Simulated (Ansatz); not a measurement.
Fields on a plane of BAs (zinc blende)

```
BAs
1.0
    0.00000     2.39195     2.39195
    2.39195     0.00000     2.39195
    2.39195     2.39195     0.00000
As B
1 1
Direct
  0.75000   0.75000   0.75000
  0.00000   0.00000   0.00000
```

The slice is a {100} plane (indices of the conventional cell) through the point (0.000, 0.000, 0.000) (fractional), spanned by u = [100] and v = [0 1 -1] in vectors of this cell: u (3.38 Å) and v (3.38 Å, at 90° to u). It covers one period; positions are fractions (u, v).

Atoms on it: B at (0.00, 0.00).

Method: r2SCAN (plane waves to 500 eV, PAW, scalar-relativistic; Ansatz, a quantum-chemistry and plane-wave program). k mesh 12×12×12. Inside the PAW spheres the values are not all-electron values, and peaks at nuclei hang on which shells count as valence. BAs was relaxed with its symmetry unable to fall.

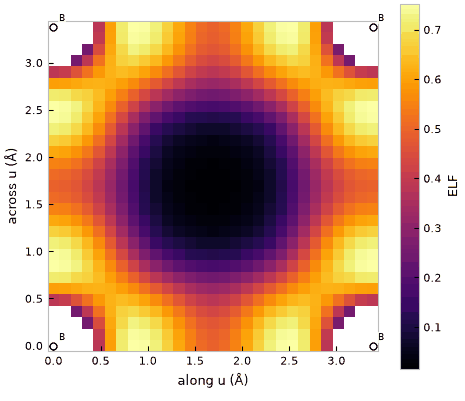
Figure. Electron localisation function (ELF), one period of the plane, atoms marked. Points within 0.4 Å of a nucleus are left white, as the pseudised field means little there.

| v \ u | 0.00 | 0.14 | 0.29 | 0.43 | 0.57 | 0.71 | 0.86 |
|---|---|---|---|---|---|---|---|
| 0.86 | x | x | 3.3 | 3.7 | 3.8 | 3.3 | x |
| 0.71 | 1.2 | 3.3 | 5.5 | 5.6 | 5.6 | 5.5 | 3.3 |
| 0.57 | 2.5 | 3.8 | 5.6 | 6.3 | 6.3 | 5.6 | 3.7 |
| 0.43 | 2.5 | 3.8 | 5.6 | 6.3 | 6.3 | 5.6 | 3.7 |
| 0.29 | 1.2 | 3.3 | 5.5 | 5.6 | 5.6 | 5.5 | 3.3 |
| 0.14 | x | x | 3.3 | 3.7 | 3.8 | 3.3 | x |
| 0.00 | x | x | 1.2 | 2.4 | 2.5 | 1.2 | x |

Values: electrostatic potential energy of an electron, from the cell's mean, in eV. Points within 0.9 Å of a nucleus are blanked (x), as the pseudised field means little there. The zero, the cell's mean, hangs on the PAW cores.
